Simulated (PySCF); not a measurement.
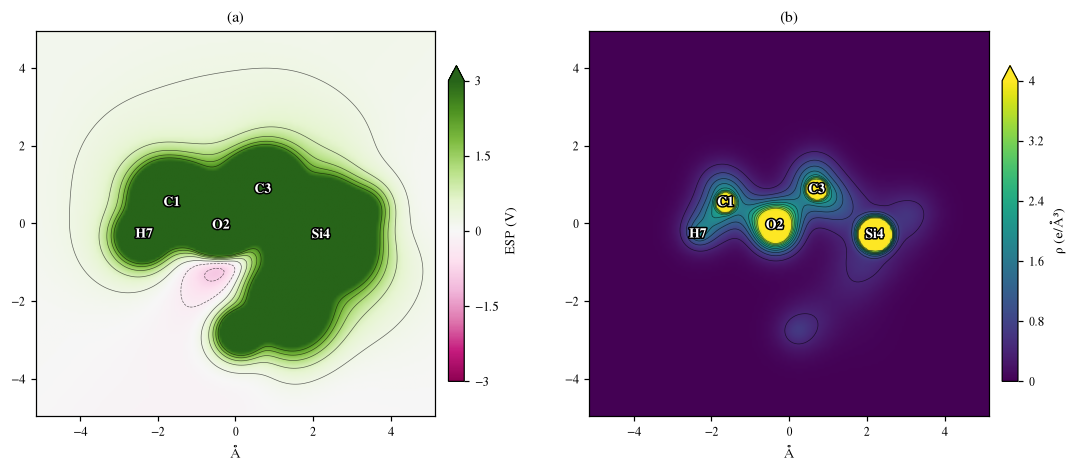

The picture shows: C₂H₉BrOSi₂ (SMILES COC[SiH2][SiH2]Br). (a) electrostatic potential; (b) electron density on the plane of atoms O2, C3 and Si4.

Geometry: GFN2-xTB.

All numbers below come from PySCF 2.14.0, CAM-B3LYP/def2-SVPD, SCF density, gas phase.

The calculation's input:

```
{"job": {"kind": "uv", "xc": "CAM-B3LYP", "basis": "def2-SVPD", "nstates": 8, "ntriplets": 3}, "charge": 0, "multiplicity": 1}
C      2.005546     0.672152     0.688423
O      0.835716     0.367443    -0.026263
C      0.629725    -1.019076    -0.252146
Si    -1.110522    -1.029873    -1.034745
Si    -1.970562     0.895433    -0.087829
Br    -1.888389     0.773257     2.141097
H      2.017558     1.751816     0.826597
H      2.004654     0.178945     1.667487
H      2.897041     0.360906     0.130911
H      1.420263    -1.421361    -0.896315
H      0.672632    -1.565199     0.699167
H     -1.781667    -2.297836    -0.728000
H     -1.001009    -0.915937    -2.492202
H     -3.410618     1.083831    -0.298103
H     -1.324781     2.173490    -0.359989
```

Launched as:

```sh
OMP_NUM_THREADS=1 python probes_run.py task.json out
```

What does the map show?

Answer.
- The section cuts through C, O, Si and H sites.
- C–O (1.40 Å): ρ is about 2.1 e/Å³ halfway, with its minimum of 1.8 e/Å³ about 0.5 Å from C.
- C–Si (1.91 Å): ρ at the midpoint is about 0.94 e/Å³.
- C–H (1.09 Å): ρ at the midpoint is about 2.1 e/Å³.
- Outside the dense part of the molecule the potential is most negative (−0.9 V) near O2.
